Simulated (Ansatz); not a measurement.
**CH₆B₂FGa (SMILES C[B]([GaH2])BF): density, localisation and related maps**

Input file:

```
crystal:
  periodic: [false, false, false]
  atoms:
    - {symbol: C, position_ang: [-1.400366, 0.539383, -0.511339]}
    - {symbol: B, position_ang: [-0.062583, 0.042255, 0.134656]}
    - {symbol: Ga, position_ang: [1.273183, -1.106005, -0.993064]}
    - {symbol: B, position_ang: [0.406630, 0.370557, 1.698095]}
    - {symbol: F, position_ang: [1.149788, 1.426224, 2.032466]}
    - {symbol: H, position_ang: [-2.219432, 0.692331, 0.195652]}
    - {symbol: H, position_ang: [-1.129429, 1.547932, -0.870285]}
    - {symbol: H, position_ang: [-1.769454, -0.005227, -1.381858]}
    - {symbol: H, position_ang: [2.326000, -0.433070, -1.955002]}
    - {symbol: H, position_ang: [1.276485, -2.681792, -0.950711]}
    - {symbol: H, position_ang: [0.149176, -0.392588, 2.601390]}
basis:
  gaussian: {orbitals: def2-TZVPP}
hamiltonian: {xc: pbe0, dispersion: d4}
output: {orbitals: {seedname: orbitals}}
```

Command:

```sh
ansatz run in.yaml --threads 4 --pin off --events-out ev --progress --plain --max-ram 10444MiB
```

Geometry: PBE0-D4/def2-TZVP.

Computed with RKS PBE0-D4/def2-TZVPP in Ansatz 0.2.0.

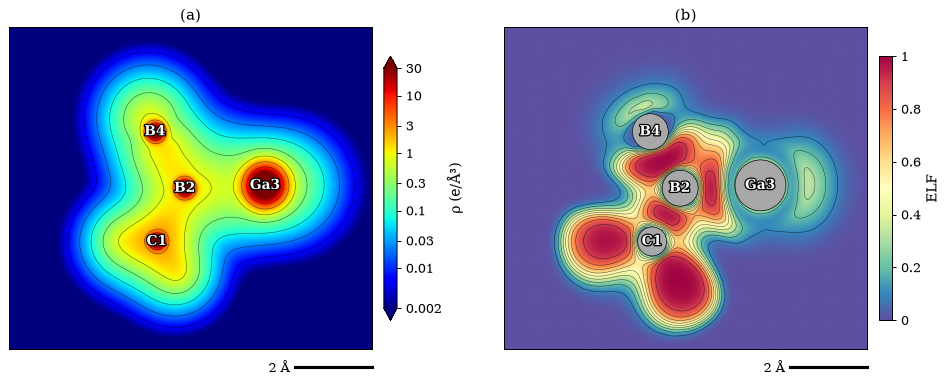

Figure 1. (a) electron density; (b) electron localisation function on the plane of atoms Ga3, B2 and B4. Grey discs cover the atomic cores in the ELF map.

### What do the fields say about this system?

Atoms in the plane: C, B and Ga. C–B (1.57 Å): ρ at the midpoint is about 1.4 e/Å³; the ELF peaks at about 0.95 between the atoms, as expected for localised, covalent bonding. B–B (1.67 Å): ρ is about 1.2 e/Å³ halfway; the ELF peaks at about 1 between the atoms, as expected for a covalent bond. Ga–B (2.09 Å): ρ at the midpoint is about 0.66 e/Å³; the ELF peaks at about 0.95 in the valence shell of B, 0.8 Å from its nucleus, and is about 0.70 at the midpoint.

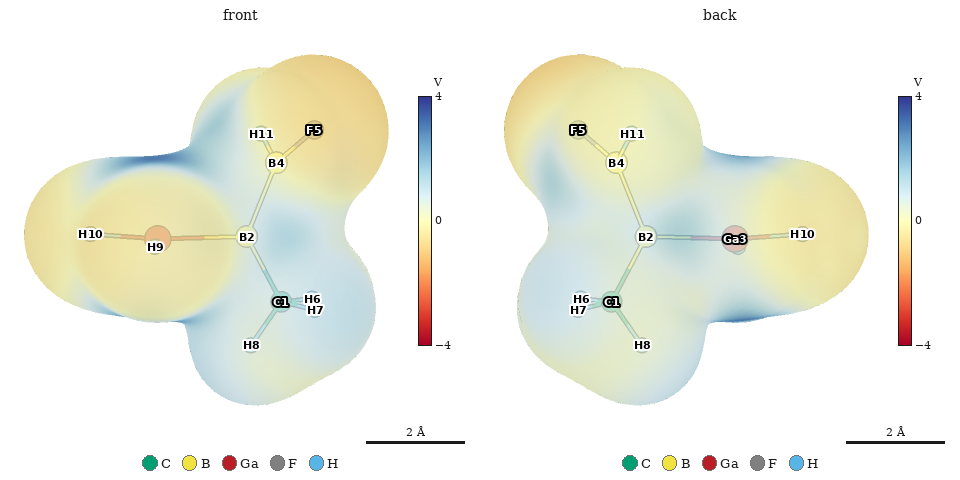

Figure 2. The molecular electrostatic potential painted on the density surface at 0.002 e/bohr³, seen from the front and from behind; the colour scale runs from red (negative) to blue (positive).

### Describe the electrostatic potential map.

The most negative region (about −0.8 V) lies over F5, the most positive (about +3.0 V) over Ga3.

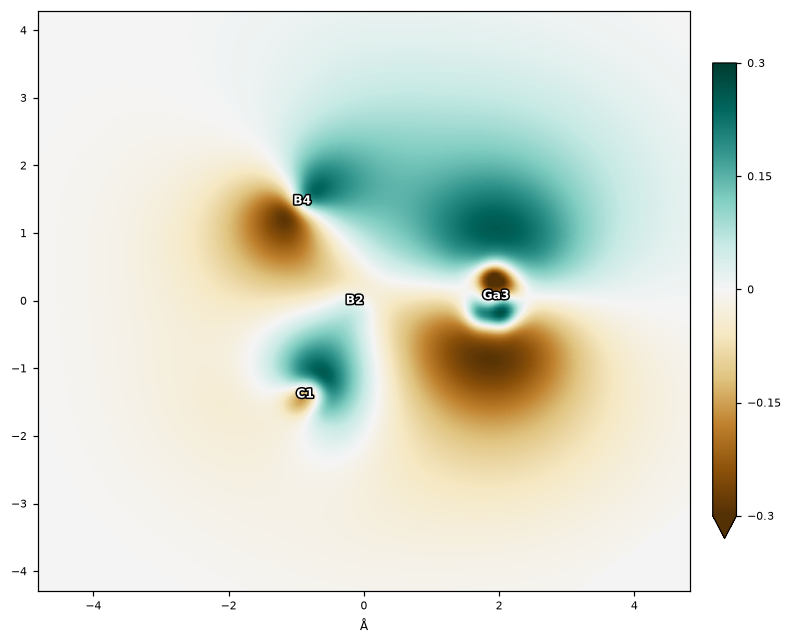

Figure 3. The LUMO on the plane of atoms C1, B2 and Ga3 (values in Å⁻³ᐟ²; the overall sign is arbitrary).

### What is the character of this orbital?

It lies mainly on Ga3 (about 60 %), B4 (about 15 %) and B2 (about 10 %). Its energy is −1.93 eV.
